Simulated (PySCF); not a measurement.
# C₃H₉Cl₃Si₂: NMR shifts at several levels of theory, part 2 of 2

PySCF 2.14.0. Atoms count from 0. The steps go on from the part before.

## 6. NMR shieldings: PBE0/6-31G

The job: settings as JSON, then the geometry in Å.

```
{"job": {"kind": "nmr", "xc": "PBE0", "basis": "6-31G", "pop": true}, "charge": 0, "multiplicity": 1}
C     -0.065997     1.958791     0.137750
Si    -0.209365     0.086919     0.085301
C     -1.574730    -0.488115    -1.068744
C     -0.377620    -0.655931     1.802381
Si     1.796625    -0.725627    -0.783069
Cl     3.391580    -0.229857     0.439317
Cl     2.192658     0.037059    -2.665270
Cl     1.750957    -2.788411    -0.943502
H      0.807506     2.264977     0.733605
H     -0.965269     2.406663     0.590234
H      0.050192     2.370315    -0.876537
H     -1.416005    -0.099393    -2.086272
H     -1.600001    -1.587357    -1.122802
H     -2.558027    -0.138322    -0.715517
H     -1.335012    -0.363536     2.262736
H      0.438592    -0.312541     2.456262
H     -0.339664    -1.755198     1.756853
```

Method: GIAO PBE0/6-31G NMR shielding, non-relativistic, gas phase.

What it wrote:

```text
coarse grid: 16960 points
cycle   1  E = -2078.3833068895  dE =  7.332e-01  |g| = 6.390e-01  |ddm| = 3.807e+00
cycle   2  E = -2078.3373714315  dE =  4.594e-02  |g| = 7.507e-01  |ddm| = 2.222e+00
cycle   3  E = -2078.5190190426  dE = -1.816e-01  |g| = 2.238e-02  |ddm| = 1.237e+00
cycle   4  E = -2078.5191859720  dE = -1.669e-04  |g| = 1.103e-02  |ddm| = 6.647e-02
cycle   5  E = -2078.5192261539  dE = -4.018e-05  |g| = 2.943e-03  |ddm| = 2.448e-02
cycle   6  E = -2078.5192290048  dE = -2.851e-06  |g| = 2.922e-04  |ddm| = 5.784e-03
final grid: 141064 points
cycle   7  E = -2078.4278922743  dE = -1.155e-05  |g| = 7.272e-03  |ddm| = 2.240e-02
cycle   8  E = -2078.4278887244  dE =  3.550e-06  |g| = 8.217e-03  |ddm| = 1.492e-02
cycle   9  E = -2078.4279067754  dE = -1.805e-05  |g| = 2.510e-04  |ddm| = 7.786e-03
cycle  10  E = -2078.4279067985  dE = -2.307e-08  |g| = 4.201e-05  |ddm| = 6.009e-04
cycle  11  E = -2078.4279067991  dE = -5.975e-10  |g| = 1.220e-05  |ddm| = 1.015e-04
converged SCF energy = -2078.4279067991

GIAO shielding tensors (ppm)
atom      isotropic    diamagn.    paramagn.     s11        s22        s33       span
  0 C      203.274     253.683     -50.409    201.125    202.042    206.656      5.531
  1 Si     436.759     879.193    -442.434    433.284    438.102    438.892      5.608
  2 C      203.269     253.695     -50.426    200.911    202.262    206.633      5.722
  3 C      203.162     253.735     -50.572    200.600    202.331    206.555      5.955
  4 Si     316.448     876.264    -559.816    311.511    312.237    325.595     14.084
  5 Cl     839.374    1147.962    -308.588    709.913    865.196    943.011    233.098
  6 Cl     839.294    1147.921    -308.627    709.810    864.853    943.220    233.410
  7 Cl     839.890    1147.972    -308.082    710.560    866.278    942.832    232.272
  8 H       32.311      30.185       2.126     26.734     31.114     39.083     12.349
  9 H       32.431      30.223       2.209     27.164     29.195     40.934     13.770
 10 H       32.328      30.206       2.122     26.918     30.805     39.261     12.343
 11 H       32.333      30.199       2.134     26.858     30.936     39.205     12.346
 12 H       32.296      30.199       2.097     26.768     31.015     39.105     12.337
 13 H       32.441      30.235       2.206     27.170     29.192     40.960     13.789
 14 H       32.443      30.259       2.183     27.164     29.186     40.978     13.815
 15 H       32.311      30.234       2.077     26.890     30.868     39.174     12.284
 16 H       32.299      30.203       2.097     26.713     31.164     39.021     12.308
```

Run time: 17 s. Hardware: 1 thread, shared host.

This run: δ C0 -3.7, Si4 128.3, Si1 8.0, Cl5 92, H8 0.26 ppm (means over like atoms).

## 7. Nuclear shieldings: PBE0/6-31G*

Same as in step 6 but for these lines:

```diff
@@ -1,2 +1,2 @@
-{"job": {"kind": "nmr", "xc": "PBE0", "basis": "6-31G", "pop": true}, "charge": 0, "multiplicity": 1}
+{"job": {"kind": "nmr", "xc": "PBE0", "basis": "6-31G*", "pop": true}, "charge": 0, "multiplicity": 1}
 C     -0.065997     1.958791     0.137750
```

Method: GIAO PBE0/6-31G* NMR shielding, non-relativistic, gas phase.

What it wrote:

```text
coarse grid: 16960 points
cycle   1  E = -2078.5660207632  dE =  5.497e-01  |g| = 6.156e-01  |ddm| = 3.675e+00
cycle   2  E = -2078.5177539588  dE =  4.827e-02  |g| = 7.377e-01  |ddm| = 1.530e+00
cycle   3  E = -2078.6723294802  dE = -1.546e-01  |g| = 6.650e-02  |ddm| = 9.186e-01
cycle   4  E = -2078.6736090379  dE = -1.280e-03  |g| = 1.752e-02  |ddm| = 1.099e-01
cycle   5  E = -2078.6736892962  dE = -8.026e-05  |g| = 5.874e-03  |ddm| = 2.988e-02
cycle   6  E = -2078.6736998225  dE = -1.053e-05  |g| = 3.813e-04  |ddm| = 9.067e-03
cycle   7  E = -2078.6736998658  dE = -4.335e-08  |g| = 1.654e-04  |ddm| = 8.254e-04
final grid: 141064 points
cycle   8  E = -2078.5821497869  dE = -1.923e-05  |g| = 7.759e-03  |ddm| = 2.185e-02
cycle   9  E = -2078.5821462947  dE =  3.492e-06  |g| = 8.713e-03  |ddm| = 1.496e-02
cycle  10  E = -2078.5821661605  dE = -1.987e-05  |g| = 3.490e-04  |ddm| = 7.697e-03
cycle  11  E = -2078.5821661976  dE = -3.715e-08  |g| = 9.952e-05  |ddm| = 6.759e-04
cycle  12  E = -2078.5821662001  dE = -2.411e-09  |g| = 4.064e-05  |ddm| = 1.671e-04
cycle  13  E = -2078.5821662005  dE = -4.725e-10  |g| = 6.829e-06  |ddm| = 6.781e-05
converged SCF energy = -2078.5821662005

GIAO shielding tensors (ppm)
atom      isotropic    diamagn.    paramagn.     s11        s22        s33       span
  0 C      197.969     252.509     -54.540    195.992    197.589    200.326      4.334
  1 Si     418.751     881.920    -463.169    401.728    427.034    427.491     25.764
  2 C      197.953     252.516     -54.563    196.249    197.320    200.291      4.042
  3 C      197.862     252.572     -54.710    196.260    197.127    200.200      3.940
  4 Si     334.333     876.295    -541.962    323.828    324.646    354.526     30.698
  5 Cl     830.416    1147.704    -317.289    704.387    824.053    962.806    258.419
  6 Cl     830.463    1147.638    -317.175    704.526    823.398    963.464    258.939
  7 Cl     830.879    1147.716    -316.837    704.939    825.155    962.543    257.604
  8 H       31.745      30.504       1.241     26.903     30.613     37.717     10.814
  9 H       31.882      30.183       1.698     27.308     28.990     39.347     12.039
 10 H       31.770      30.489       1.281     27.080     30.357     37.874     10.794
 11 H       31.767      30.492       1.275     27.016     30.461     37.824     10.808
 12 H       31.740      30.507       1.233     26.946     30.540     37.734     10.788
 13 H       31.889      30.192       1.697     27.314     28.986     39.368     12.055
 14 H       31.892      30.221       1.671     27.310     28.982     39.385     12.075
 15 H       31.758      30.538       1.221     27.063     30.420     37.792     10.729
 16 H       31.734      30.535       1.199     26.883     30.656     37.664     10.781
```

Run time: 26 s. Hardware: 1 thread, shared host.

Key values: δ C0 -3.8, Si4 83.8, Si1 -0.7, Cl5 99, H8 0.17 ppm (means over like atoms).

## 8. Nuclear shieldings: PBE0/6-311+G(2d,p)

Same as in step 7 but for these lines:

```diff
@@ -1,2 +1,2 @@
-{"job": {"kind": "nmr", "xc": "PBE0", "basis": "6-31G*", "pop": true}, "charge": 0, "multiplicity": 1}
+{"job": {"kind": "nmr", "xc": "PBE0", "basis": "6-311+G(2d,p)", "pop": true}, "charge": 0, "multiplicity": 1}
 C     -0.065997     1.958791     0.137750
```

Level: GIAO PBE0/6-311+G(2d,p) NMR shielding, non-relativistic, gas phase.

What it wrote:

```text
coarse grid: 16960 points
cycle   1  E = -2078.6528721727  dE =  4.462e-01  |g| = 6.400e-01  |ddm| = 3.679e+00
cycle   2  E = -2078.6033975875  dE =  4.947e-02  |g| = 7.615e-01  |ddm| = 1.295e+00
cycle   3  E = -2078.7473197024  dE = -1.439e-01  |g| = 9.817e-02  |ddm| = 8.059e-01
cycle   4  E = -2078.7495421463  dE = -2.222e-03  |g| = 4.404e-02  |ddm| = 1.821e-01
cycle   5  E = -2078.7500745918  dE = -5.324e-04  |g| = 7.999e-03  |ddm| = 5.767e-02
cycle   6  E = -2078.7500900649  dE = -1.547e-05  |g| = 1.470e-03  |ddm| = 1.128e-02
cycle   7  E = -2078.7500905647  dE = -4.998e-07  |g| = 3.524e-04  |ddm| = 2.445e-03
final grid: 141064 points
cycle   8  E = -2078.7766019934  dE = -5.702e-05  |g| = 7.754e-03  |ddm| = 6.880e-02
cycle   9  E = -2078.7765978614  dE =  4.132e-06  |g| = 8.803e-03  |ddm| = 1.243e-02
cycle  10  E = -2078.7766168255  dE = -1.896e-05  |g| = 4.751e-04  |ddm| = 6.209e-03
cycle  11  E = -2078.7766168776  dE = -5.204e-08  |g| = 1.944e-04  |ddm| = 8.315e-04
cycle  12  E = -2078.7766168868  dE = -9.223e-09  |g| = 7.434e-05  |ddm| = 2.850e-04
cycle  13  E = -2078.7766168881  dE = -1.345e-09  |g| = 1.241e-05  |ddm| = 1.108e-04
cycle  14  E = -2078.7766168882  dE = -3.729e-11  |g| = 2.499e-06  |ddm| = 2.147e-05
converged SCF energy = -2078.7766168882

GIAO shielding tensors (ppm)
atom      isotropic    diamagn.    paramagn.     s11        s22        s33       span
  0 C      189.899     249.911     -60.012    187.192    189.660    192.846      5.654
  1 Si     351.687     884.105    -532.418    326.332    363.836    364.893     38.561
  2 C      189.881     249.859     -59.977    187.465    189.398    192.781      5.316
  3 C      189.788     249.929     -60.141    187.520    189.167    192.677      5.156
  4 Si     302.219     878.271    -576.052    290.835    291.980    323.841     33.006
  5 Cl     794.632    1147.920    -353.289    654.684    776.602    952.609    297.926
  6 Cl     794.848    1147.913    -353.065    654.875    776.196    953.474    298.600
  7 Cl     795.059    1147.925    -352.866    655.085    777.592    952.500    297.416
  8 H       31.127      31.124       0.003     26.536     29.924     36.922     10.386
  9 H       31.311      31.096       0.215     27.057     28.369     38.506     11.449
 10 H       31.160      31.088       0.072     26.708     29.688     37.085     10.377
 11 H       31.153      31.068       0.085     26.647     29.779     37.033     10.386
 12 H       31.125      31.087       0.038     26.569     29.866     36.939     10.370
 13 H       31.318      31.072       0.246     27.067     28.359     38.528     11.461
 14 H       31.322      31.098       0.224     27.068     28.355     38.545     11.477
 15 H       31.146      31.124       0.023     26.681     29.757     37.001     10.320
 16 H       31.114      31.127      -0.013     26.504     29.970     36.869     10.365
```

Run time: 76 s. Hardware: 1 thread, shared host.

In short: δ C0 -3.4, Si4 42.2, Si1 -7.3, Cl5 153, H8 0.31 ppm (means over like atoms).

## 9. Comparing the runs: NMR shifts

Shifts (ppm), means over like atoms, with basis size and wall time:

```tsv
run	C0	H8	Si4	Si1	Cl5	functions	time
OPBE/pcSseg-1	-3.4	0.26	46.0	-8.9	139	216	51 s
HF/pcSseg-1	-4.8	0.22	40.4	-8.5	63	216	26 s
PBE0/STO-3G	0.1	0.44	56.8	-6.3	-77	69	8.3 s
PBE0/6-31G	-3.7	0.26	128.3	8.0	92	110	17 s
PBE0/6-31G*	-3.8	0.17	83.8	-0.7	99	150	26 s
PBE0/6-311+G(2d,p)	-3.4	0.31	42.2	-7.3	153	310	76 s
measured	–	–	17.5	-7.2	–	–	–
```

Measured: solution; U. Herzog, Habilitationsschrift, TU Bergakademie Freiberg, 2002/2003.

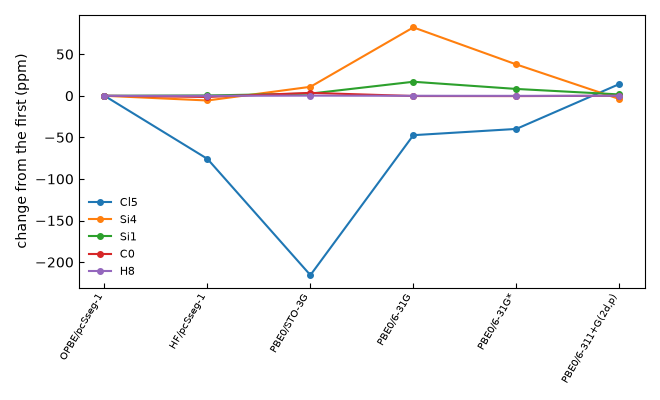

How the tabulated atoms move from run to run.

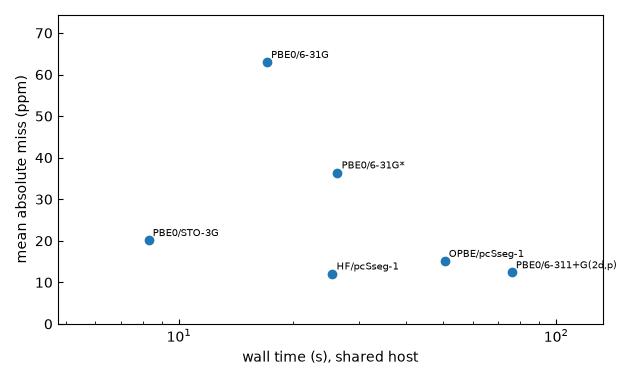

Cost against miss for the 2 measured ²⁹Si shifts.

## 10. What came out

This closing draws on all 2 parts.

| quantity | value |
| --- | --- |
| point group | C3 |
| rotational constants (main isotopes) | 0.91, 0.63, 0.63 GHz |
| ¹³C shifts against TMS (OPBE/pcSseg-1, means over atoms taken as alike) | -3.4 ppm |
| ¹H shifts against TMS (OPBE/pcSseg-1, means over atoms taken as alike) | 0.26 ppm |
| ²⁹Si shifts against TMS (OPBE/pcSseg-1) | 46.0, -8.9 ppm |
| ³⁵Cl shifts against HCl (OPBE/pcSseg-1, means over atoms taken as alike) | 139 ppm |
| measured, and computed on the same scale | Si4 δ 17.5, 46.0; Si1 δ -7.2, -8.9 ppm |
| range of the shift of Cl5 | -77 to 153 ppm |
| property runs in this session | 6, of which 0 failed and 1 gave unsound results |

**Reading.** Single values in the summary come from the first run of each kind that ended normally (OPBE/pcSseg-1), which need not be the best level. The optimisation took 4 steps and gained 0.135 eV; among the close pairs (by a distance rule), Si4–Cl6 changed most, from 2.038 to 2.069 Å. At OPBE/pcSseg-1: Shielding is most anisotropic at Cl5, Cl6, Cl7 (span 266 ppm, paramagnetic term -349 ppm). 2 measured ²⁹Si shifts can be compared: mean absolute error 15.1 ppm, mean signed error +13.4 ppm. Vibration, temperature and solvent are missing from the calculation, and it holds one conformer, so part of the miss against the measured shifts is not the functional's. Across the 6 runs the shift of Cl5 (with its like atoms) moves most, between -77 (PBE0/STO-3G) and 153 ppm (PBE0/6-311+G(2d,p)). A minimal basis is unusable for shieldings, so that end is no result. For the 2 measured ²⁹Si shifts, HF/pcSseg-1 misses least (12.1 ppm, 26 s) and PBE0/6-31G most (63.0 ppm, 17 s); the quickest, PBE0/STO-3G, misses by 20.1 ppm in 8.3 s. One molecule ranks no method: errors cancel, and vibration and temperature are missing from all runs.
